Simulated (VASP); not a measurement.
Band structure of HgTe (zinc blende). Calculation: PBE GGA, VASP's PBE PAW potentials (set 64) (plane waves; VASP).

Unless said otherwise, spin-orbit coupling is left out, though it shifts the bands of the heavy elements here.

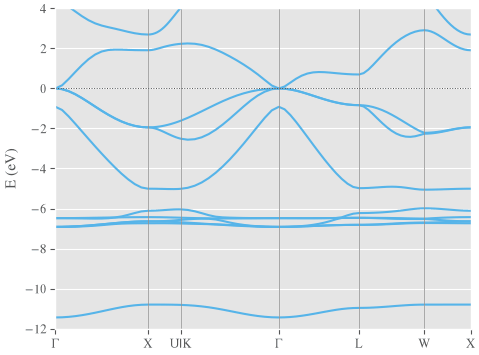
*Bands along high-symmetry lines, zero at the valence-band maximum or, without a gap, the Fermi level*

Task: Read the plot: is there a gap, and where are the band edges?

Result: It has no gap at this level: it comes out as a metal or semimetal. (Edges off the drawn lines would not show.)

The compound is HgTe in the zinc blende structure. It was relaxed first, which changed the volume by +9 %.
